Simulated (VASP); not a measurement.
Band structure of Se (relaxed from the lonsdaleite structure, space group P6_3/mmc). Method: r2SCAN meta-GGA, VASP's PBE PAW potentials (set 64) (plane waves; VASP).

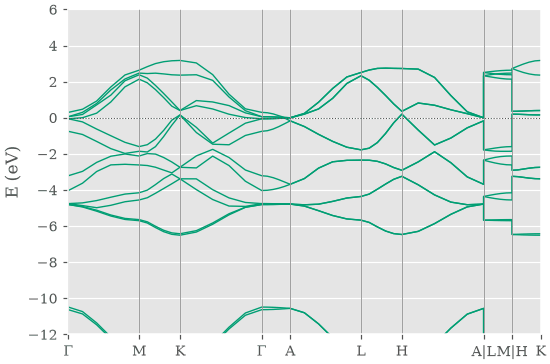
Figure. Bands along high-symmetry lines, zero at the valence-band maximum or, without a gap, the Fermi level

Q: Read the plot: is there a gap, and where are the band edges?

A: It has no gap at this level: it comes out as a metal or semimetal.

The structure was generated: Se was put into the lonsdaleite type (P6_3/mmc), which need not be its known phase. It was relaxed first, which changed the volume by +72 %.
